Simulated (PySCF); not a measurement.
## A study: H6Si2, SMILES `[SiH3][SiH3]`

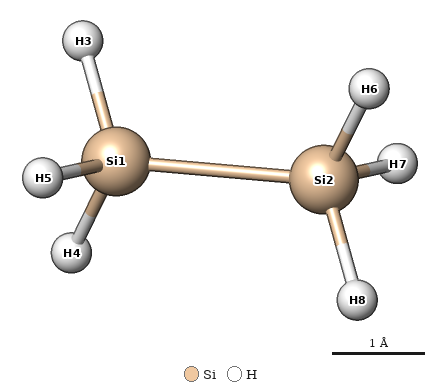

The molecule, with its atoms numbered as below. No frequency check shows the geometry to be a minimum.

Cartesian coordinates (Å):

```
Si1     -1.1527    0.0003   -0.0001
Si2      1.1525    0.0001    0.0001
H3      -1.7147    0.9302   -0.9832
H4      -1.7103   -1.3225   -0.3124
H5      -1.7150    0.3867    1.2967
H6       1.7147    1.3170    0.3108
H7       1.7147   -0.3895   -1.2958
H8       1.7144   -0.9276    0.9853
```

Part 1: Bonding charge

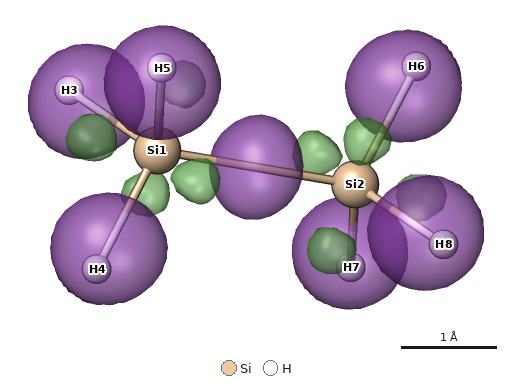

Deformation density (molecule less spherical, spin-averaged free atoms at the same positions), surfaces at ±0.1 e/Å³; purple: gain, green: loss.

Computed with PySCF, PBE0/6-311G**, geometry: GFN2-xTB.

Q: How much density has each bond gained at its critical point, relative to the free atoms?

A: Si1–Si2: +0.26 e/Å³ at the bond critical point (bond length 2.31 Å, Mayer order 1.0). Si1–H3, Si1–H5, Si2–H6, Si2–H7 and 2 more like them: +0.19 e/Å³ at the bond critical point (bond length 1.47 Å, Mayer order 0.9). In all, 1.9 electrons gather in the regions of gain relative to the promolecule.

Q: Where do the Hirshfeld charges lie?

A: The highest Hirshfeld charge is on Si1 and Si2 (+0.22 e), the lowest on H3, H4, H5, H6, H7 and H8 (−0.07 e).

```
atom  charge (e)
 Si1       +0.22
 Si2       +0.22
  H3       −0.07
  H4       −0.07
  H5       −0.07
  H6       −0.07
  H7       −0.07
  H8       −0.07
```

Part 2: Bond critical points

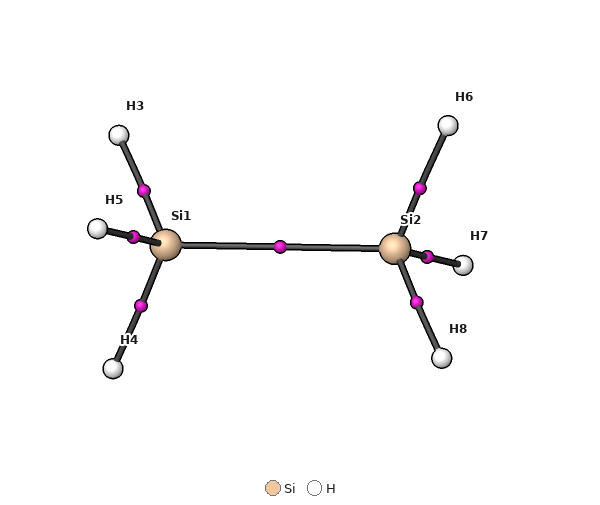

Molecular graph of the electron density (QTAIM): bond paths, bond critical points (magenta), ring points (cyan, if any); weak paths are dashed.

Q: How many critical points of each kind are there, and does the count close?

A: 8 nuclei, 7 bond, 0 ring and 0 cage critical points: 8 − 7 + 0 − 0 = 1, as the Poincaré–Hopf relation requires.

Q: What does the calculation give at each kind of bond critical point?

A:
```
            bond  length (Å)  ρ (a.u.)  ∇²ρ (a.u.)     ε  H (a.u.)
Si1–H3 (6 alike)       1.465     0.120       +0.26  0.02    −0.073
         Si1–Si2       2.305     0.096       −0.17  0.00    −0.050
```

Q: What kind of interaction is Si1–H3?

A: Polar or intermediate (positive Laplacian, negative energy density H): ρ = 0.120, ∇²ρ = +0.26, H = −0.073 a.u.

Part 3: Electrostatic potential

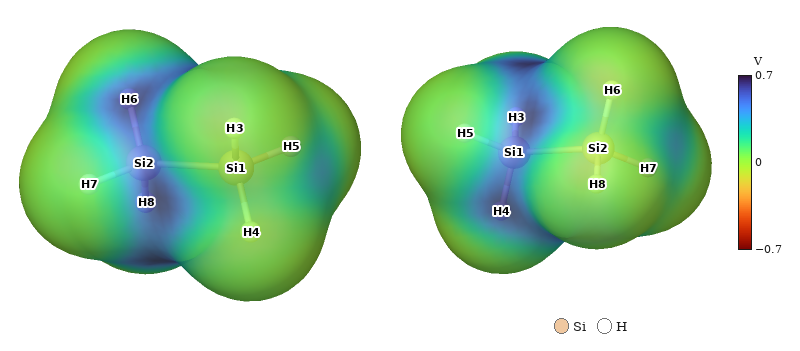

Electrostatic potential on the surface of electron density 0.001 a.u. (back view left, front view right).

Q: Where are the extremes of the potential on the surface?

A: Highest: 0.64 V, near H3 (2.14 Å), Si1 (2.16 Å), H4 (2.22 Å) and H7 (2.34 Å), and at like points elsewhere. Lowest: −0.02 V, 1.5 Å from H6, and at like points elsewhere. The surface is sampled at points, so like sites can differ by a few per cent and only the strongest of them is named.

Q: What volume does the surface enclose, and what is the dipole moment?

A: About 105 Å³; the dipole moment is 0.0 D.

Part 4: Excited states

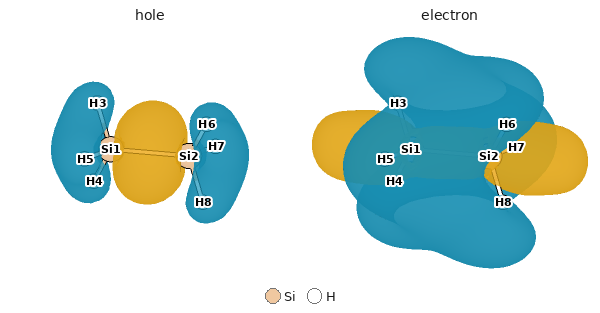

Leading natural transition orbital pair of S₅ (TDA singlet states); the surfaces enclose about 85 % of each orbital's density.

Computed with PySCF, PBE0/def2-TZVP, geometry: GFN2-xTB. Without diffuse functions Rydberg states are missing, so the states' numbers hold for this basis only.

Q: Where does the state lie, and where do hole and electron sit?

A: 8.61 eV (144 nm), f = 0.000 (dark), partly diffuse acceptor orbital, which a basis without diffuse functions describes poorly; the leading pair carries 93 %; hole on Si1 and Si2 (37 % each), electron on Si1 and Si2 (28 % each) and H3, H4, H5, H6, H7 and H8 (7 % each) (atom shares of so diffuse an orbital are rough); their centroids lie 0.0 Å apart; S₆ lies within 0.1 eV of it. In canonical orbitals it is mainly HOMO → LUMO+3 (93 %). The HOMO–LUMO gap is 8.83 eV.

Part 5: In an electric field

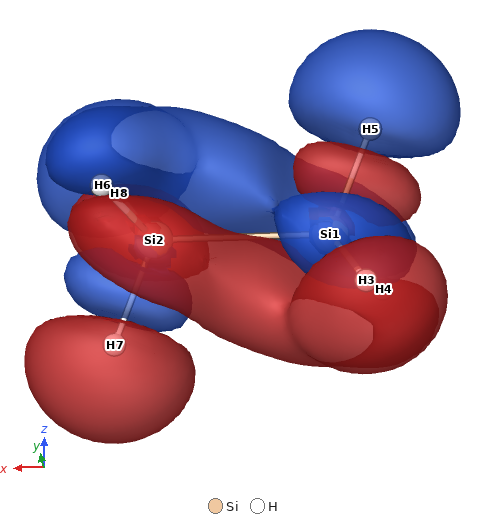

Change of the electron density in a uniform field of 0.10 V/Å, surfaces at ±0.0004 e/Å³ (blue: gain, red: loss).

Level of theory: ωB97X/6-311G** (PySCF), at a geometry from GFN2-xTB. A basis without diffuse functions makes polarisabilities too small.

Q: Along which Cartesian direction does the field point?

A: Along −z: electrons gather on the +z side, against the field.

Q: How large is the response?

A: The induced dipole is 0.25 D (along the field); α along this axis, from the fields in both directions, is 49 bohr³ (7.2 Å³).

Q: Which atoms gain and lose the most charge?

A: Electrons gather most on H5 (Hirshfeld charge changes by −0.005 e) and leave H7 most (+0.005 e); 0.025 electrons are displaced in all.

Part 6: Localised orbitals

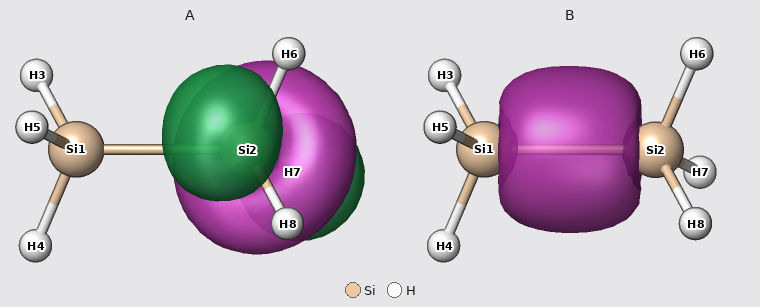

Intrinsic bond orbitals (IBO), occupied and valence-virtual; each surface holds about 70 % of the orbital's density. Energies are diagonal elements of the Fock matrix.

Computed with PySCF, HF/def2-SVP, geometry: GFN2-xTB.

Q: What does each orbital represent in a Lewis picture?

A: By panel:
- A: σ* orbital Si2–H7 (Si2 57 %, H7 42 %; 10.4 eV)
- B: σ bond Si2–Si1 (Si2 50 %, Si1 50 %; −14.7 eV)

Q: How do all the valence pairs divide up?

A: 7 pairs: 7 σ bonds.

Part 7: Stretching a bond

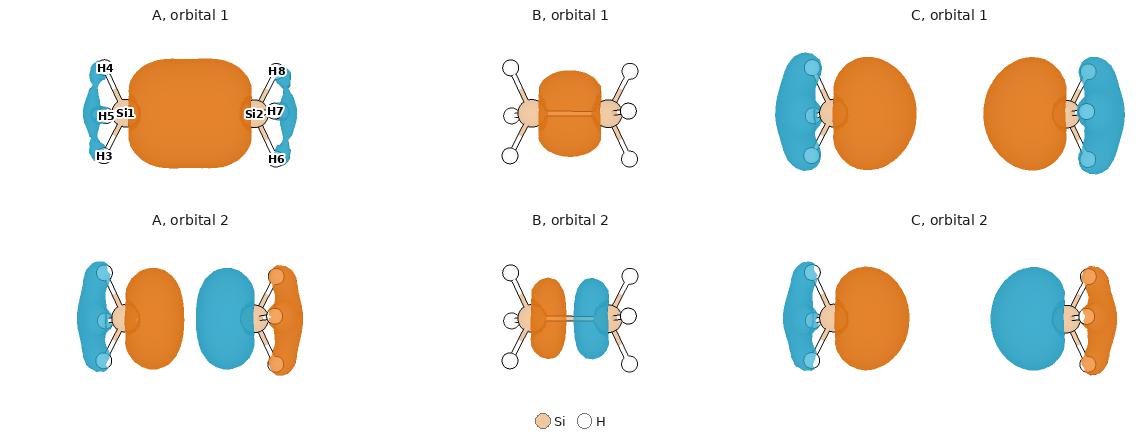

Rigid stretch of the Si1–Si2 bond. The two CASSCF(2,2) natural orbitals nearest half filling (orbital 1 the more occupied).

PySCF calculation, cc-pVDZ basis, gas phase; geometry: GFN2-xTB.

Q: The columns are at 2.04, 3.44 and 6.22 Å, in some order. Assign them, and give the occupations.

A: A: 3.44 Å, occupations 1.83 and 0.17. B: 2.04 Å, occupations 1.99 and 0.01. C: 6.22 Å, occupations 1.04 and 0.96.

Q: Where does the UHF solution part from RHF?

A: Between 3.00 Å (⟨S²⟩ = 0, the two coincide) and 3.44 Å (⟨S²⟩ = 0.55); at 6.22 Å ⟨S²⟩ is 1.01 and UHF lies 3.8 eV below RHF.

Q: How much energy does the stretch cost?

A: By CASSCF, 2.8 eV from the lowest point of the scan (2.44 Å) to 6.22 Å; RHF gives 6.2 eV from its own lowest point. The fragments aren't relaxed and dynamic correlation is missing, so this isn't a bond dissociation energy.
